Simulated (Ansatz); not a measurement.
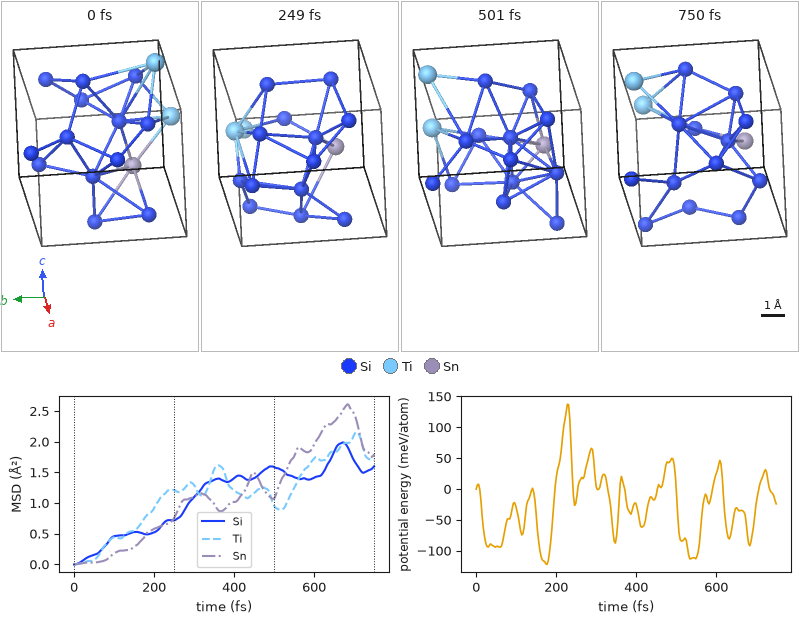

First-principles dynamics of an amorphous cell of composition Ti2Si13Sn (16 atoms in the cell), 750 fs long. Frames and the history of the run. A ball-and-stick model of the simulation cell, seen from a free direction. Atoms that leave the cell re-enter on the other side. Bonds to atoms that aren't drawn are left out.

All numbers below come from DFT PBE, scalar-relativistic, plane waves, PAW (Ansatz 0.2.0). Set-up: plane-wave cutoff 420 eV; k-point mesh 1 × 1 × 1; Fermi-Dirac smearing 0.206 eV; volume 1.05 times that of the relaxed crystal; set temperature 2390 K; time step 3 fs.

**What happens in this trajectory?**

Root-mean-square distances from the starting positions over the second half, with the common drift of all atoms taken out: Sn 1.31 Å, Si 1.24 Å, Ti 1.22 Å. That is a large part of the typical shortest distance between atoms in the first frame, about 2.2 Å and still growing: the atoms leave their places as in a liquid. Bond changes: 31 Si–Si bonds form between 63 fs and 738 fs; 11 Si–Si contacts open and close in turn; 31 Si–Si bonds break between 159 fs and 750 fs. Over the second half the temperature averages 2467 K (spread ±415 K). The potential energy in the second half lies on average 28.7 meV per atom below the first frame. The mean pressure there is 6.3 GPa.

Limits of the set-up: the periodic images lie only 6.5 Å apart, so the values are limited by the cell's size.
